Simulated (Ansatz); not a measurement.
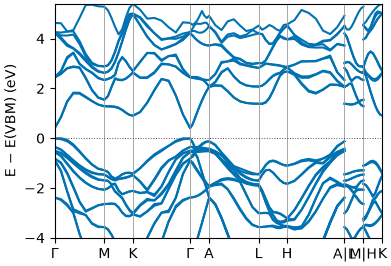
Figure: Band structure from DFT-r²SCAN with spin–orbit coupling in the program Ansatz with PAW potentials

Question: Read off the gap and where the band edges lie.

Answer: About 0.4 eV (0.40 eV by a search for the band edges); maximum on the Γ–M line, 10 % of the way from Γ, minimum at Γ.

The material is InP in space group P6_422 (No. 181; In on 3c, P on 3d).

The start of the workflow was typed in or built on a structure type; neither database checked (COD, Materials Project) lists it. It is not the phase usual at ambient conditions (space group No. 216). Symmetry was held in the r²SCAN relaxation; whether a distortion lowers the energy is not shown.

Potentials: the earlier of the program's two PAW sets.
